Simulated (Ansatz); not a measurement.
# Ga4P3N: what the fields show

Input file:

```
crystal:
  lattice:
    - [6.1715500777, -1.8675273151, -0.0209658859]
    - [6.1715500777, 1.8675273151, -0.0209658859]
    - [-1.1436638251, 0.0, 6.3627854583]
  atoms:
    - { symbol: "N", position: [-0.0009352285, -0.0009352285, 0.0019520733] }
    - { symbol: P, position: [0.5014851611, 0.5014851611, 0.4995638497] }
    - { symbol: P, position: [0.7465023063, 0.7465023063, 0.2361931385] }
    - { symbol: P, position: [0.253376765, 0.253376765, 0.7662162843] }
    - { symbol: Ga, position: [0.4480257176, 0.4480257176, 0.8479459326] }
    - { symbol: Ga, position: [0.9432081645, 0.9432081645, 0.2779752918] }
    - { symbol: Ga, position: [0.1629258543, 0.1629258543, 0.0573691561] }
    - { symbol: Ga, position: [0.6954112596, 0.6954112596, 0.5627842738] }
kpoints:
  mp_grid: { grid: [6, 6, 4] }
hamiltonian:
  xc: r2scan
scf:
  occupations: { method: fermi_dirac, width: 0.02 }
relax:
  f_tol: 0.005
  cell: {}
output:
  write_density: true
  write_potential: true
  elf: true
  volumetric_format: npy
```

Command:

```sh
ansatz run input.yaml --threads 4 --pin off --max-ram 6451MiB --backend cpu --events-out ev --progress --plain --runs-dir out
```

Below, planes, directions and counts refer to the conventional cell (a = 12.22 Å, b = 3.70 Å, c = 6.39 Å, α = 90.00°, β = 100.44°, γ = 90.00°).

The fields are those of the run's last geometry, not of the input's.

Space group Cm; started from the ordered alloy on zincblende lattice prototype, which need not be the ambient phase.

All numbers below come from Ansatz, DFT, r2SCAN, plane waves, PAW.

Core electrons are frozen (PAW), and the valence fields are smoothed inside the atomic spheres.

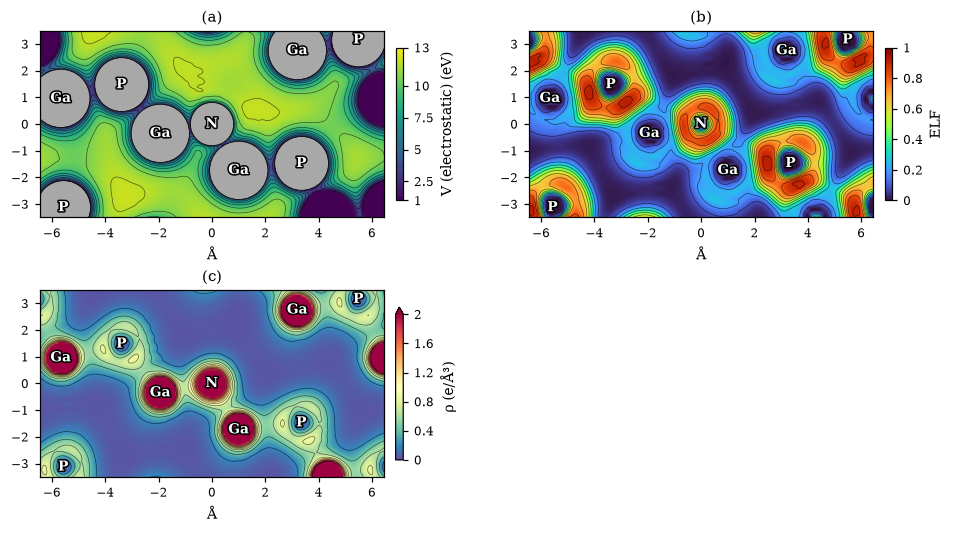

Figure 1. (a) electrostatic potential energy of an electron; (b) ELF; (c) valence charge density (pseudo) on the (010) plane of the conventional cell. Grey discs cover the atomic cores in the potential map.

### Read the bonding off the picture.

- The section cuts through N, P and Ga sites.
- Ga–N (1.97 Å): ρ at the midpoint is about 0.71 e/Å³; the ELF peaks at about 0.85 in the valence shell of N, 0.7 Å from its nucleus, and is about 0.50 at the midpoint.
- Ga–P (2.33 Å): ρ at the midpoint is about 0.57 e/Å³; the ELF peaks at about 0.90 in the valence shell of P, 0.8 Å from its nucleus, and is about 0.75 at the midpoint.
- Between the atoms the lowest density in this plane is 0.02 e/Å³.
- Outside the cores the potential energy rises away from the atoms and is highest about 2.3 Å from the nearest atoms; its zero is arbitrary.

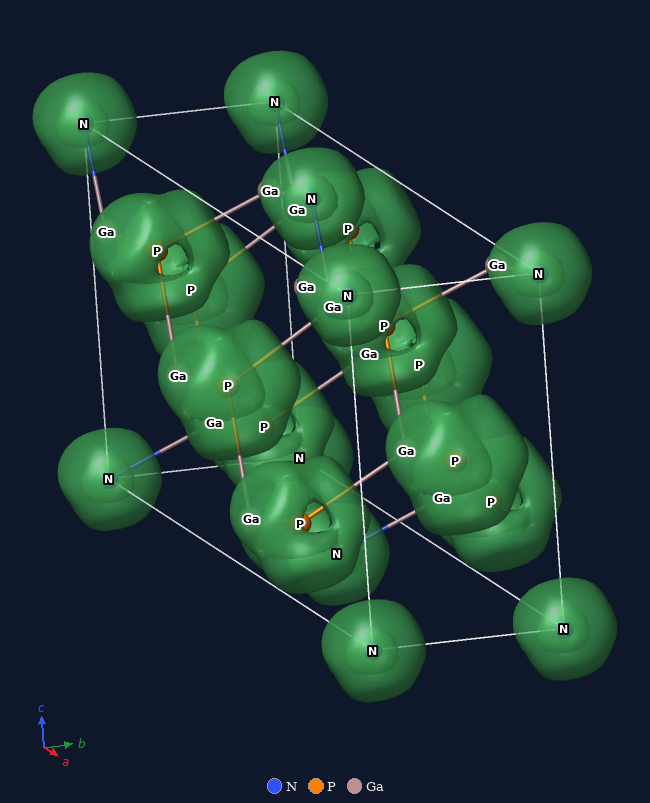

Figure 2. Isosurface of the electron localisation function at 0.7 (green), seen slightly off an axis. Only the valence region is drawn (cores and ρ < 0.01 e/Å³ removed). Sticks mark near contacts.

### Where are the electrons localised?

The ELF exceeds this value in six regions on P in which the atom's valence shell and bonds are merged and two regions wrapped around N (the valence shell of each), counted in one cell of 16 atoms. Regions shared between cells count once. Along the contacts the grid gives the following. Ga–P (2.29 Å): the ELF peaks at about 0.90 in the valence shell of P, 0.8 Å from its nucleus, and is about 0.80 at the midpoint.
